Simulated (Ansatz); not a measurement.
# CH6FNSn: phonon calculation

The run: phonon calculation of CH6FNSn. Method and program: RKS PBE-D4/def2-SVP (Ansatz 0.2.0).

It belongs to a series of runs on one base structure; here: vibrations at the highest image of the band.

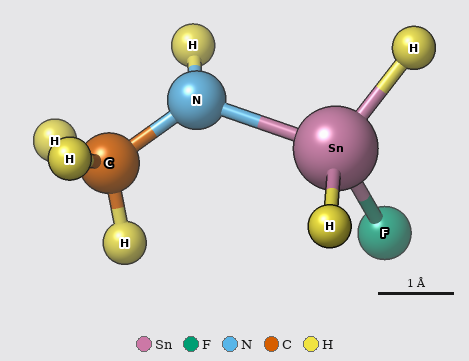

*The structure (ball-and-stick view, seen at a tilt). Sticks mark near contacts.*

Bond lengths as drawn: C–H 1.11 Å, C–N 1.46 Å, F–Sn 1.98 Å, H–N 1.02 Å, H–Sn 1.72 Å and N–Sn 2.03 Å.

The input:
```yaml
crystal:
  periodic: [false, false, false]
  atoms:
    - { symbol: Sn, position_ang: [-0.971111, -0.531542, -1.124763] }
    - { symbol: F, position_ang: [0.357613, -1.274085, -2.387878] }
    - { symbol: "N", position_ang: [-0.121684, -0.277499, 0.702078] }
    - { symbol: C, position_ang: [0.853478, 0.764061, 1.009471] }
    - { symbol: H, position_ang: [0.022493, -1.141606, 1.230764] }
    - { symbol: H, position_ang: [-2.194233, -1.736102, -0.994594] }
    - { symbol: H, position_ang: [-1.35913, 1.019453, -1.763068] }
    - { symbol: H, position_ang: [1.595684, 0.402652, 1.750552] }
    - { symbol: H, position_ang: [0.374991, 1.670158, 1.448839] }
    - { symbol: H, position_ang: [1.441899, 1.104509, 0.128499] }
basis:
  gaussian: { orbitals: def2-SVP }
hamiltonian:
  xc: pbe
  dispersion: d4
phonons: {}
```

Hardware: 2 threads of Intel Xeon @ 2.50GHz (Skylake/Cascade Lake), 16 GiB of memory available, shared host.

Run as:
```bash
ansatz run input.yaml --threads 2 --pin off --max-ram 3072MiB --backend cpu --events-out ev --progress --plain --runs-dir out
```

Output:
```
Engine: ansatz 0.2.0, x86_64-unknown-linux-gnu
Functional definition: PBE
  parameter kappa = 0.804
  parameter beta = 0.06672455060314922
  exchange = pbe_x(kappa = kappa, mu = beta*pi^2/3)
  correlation = pbe_c(beta = beta)
1117 factors; their error is unknown
mean field evaluation 1: about -11151.4584 eV, gradient 7.2e1 eV
mean field evaluation 2: about -11071.1380 eV, gradient 1.8e2 eV
mean field evaluation 4: about -11162.3269 eV, gradient 1.5e1 eV
mean field evaluation 8: about -11162.8037 eV, gradient 2.4e-1 eV
mean field evaluation 16: about -11162.7628 eV, gradient 2.9e-3 eV
mean field -11162.76279068 eV, -410.2239661652 hartree, gradient 1.9e-5 eV, S^2 0.000000; 0 other end points of the search recorded, 0 dependent functions left out
the calculation of the forces begins
reference -11162.76283316 eV, -410.2239677263 hartree; 25, 25 occupied and 73, 73 virtual orbitals, 1117 factors
these checks for a lower state are left out or cut short: stability, starts, cluster_reference, orbital_swaps, neighbouring_geometries, increment
1117 factors; their error is unknown
mean field -11162.76271719 eV, -410.2239634644 hartree, gradient 1.2e-6 eV, S^2 0.000000; 0 other end points of the search recorded, 0 dependent functions left out
[... from here on the field's lines of each further geometry are left out, up to the last ...]
the calculation of the forces begins
reference -11162.76274864 eV, -410.2239646203 hartree; 25, 25 occupied and 73, 73 virtual orbitals, 1117 factors
these checks for a lower state are left out or cut short: stability, starts, cluster_reference, orbital_swaps, neighbouring_geometries, increment
1117 factors; their error is unknown
mean field -11162.76274055 eV, -410.2239643228 hartree, gradient 1.3e-6 eV, S^2 0.000000; 0 other end points of the search recorded, 0 dependent functions left out
the calculation of the forces begins
reference -11162.76278302 eV, -410.2239658837 hartree; 25, 25 occupied and 73, 73 virtual orbitals, 1117 factors
WARN: phonons: modes at or below zero, which the zero-point energy, F, S and C_V leave out: 1, the lowest at -218.51 cm⁻¹. A minimum has none, and a first-order saddle one
Total energy: -11162.93855024 eV, -410.2304252099 hartree
Atom 0 at    -0.971111    -0.531542    -1.124763 Å, force     0.011786    -0.014494    -0.013867 eV/Å
Atom 1 at     0.357613    -1.274085    -2.387878 Å, force    -0.012255     0.010779     0.013799 eV/Å
Atom 2 at    -0.121684    -0.277499     0.702078 Å, force     0.033189    -0.025173     0.032798 eV/Å
Atom 3 at     0.853478     0.764061     1.009471 Å, force    -0.009282     0.008611    -0.007707 eV/Å
Atom 4 at     0.022493    -1.141606     1.230764 Å, force    -0.019247     0.028561    -0.032715 eV/Å
Atom 5 at    -2.194233    -1.736102    -0.994594 Å, force    -0.001721     0.000784     0.000973 eV/Å
Atom 6 at    -1.359130     1.019453    -1.763068 Å, force    -0.000470     0.000043    -0.000613 eV/Å
Atom 7 at     1.595684     0.402652     1.750552 Å, force     0.002376    -0.000808     0.010139 eV/Å
Atom 8 at     0.374991     1.670158     1.448839 Å, force    -0.001121     0.000865     0.006579 eV/Å
Atom 9 at     1.441899     1.104509     0.128499 Å, force    -0.003254    -0.009170    -0.009387 eV/Å
Dipole moment:    -0.194786     0.132592     0.417818 e Å
Vibrations: -218.51 71.77 155.22 196.49 285.31 421.38 534.10 579.92 584.49 619.49 645.06 1049.47 1099.72 1120.43 1301.63 1397.92 1411.10 1442.10 1871.00 1897.13 2923.57 2982.72 3037.16 3510.83 cm⁻¹, zero-point energy 1.806326 eV
```

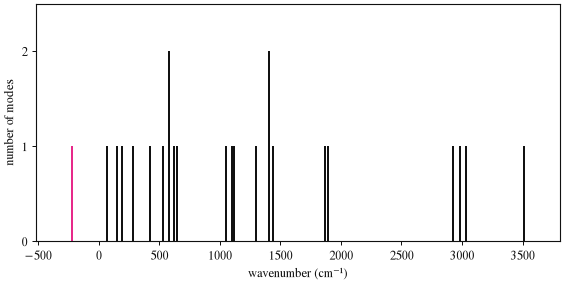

*Harmonic vibrational wavenumbers from the force constants; neighbouring modes closer than 17 cm⁻¹ are counted in one stick, and imaginary ones are drawn at negative wavenumbers.*

24 modes from 218i to 3511 cm⁻¹, 1 imaginary beyond 8i (218i cm⁻¹): a first-order saddle point, if the geometry is stationary.

Key numbers:

```csv
quantity,value
outcome,converged
total energy,−11162.9386 eV
mean-field energy,−11162.7628 eV
largest force (length of the vector),0.053 eV/Å
wall time,76 s (CPU time 2.4 min)
peak memory,0.15 GiB
```
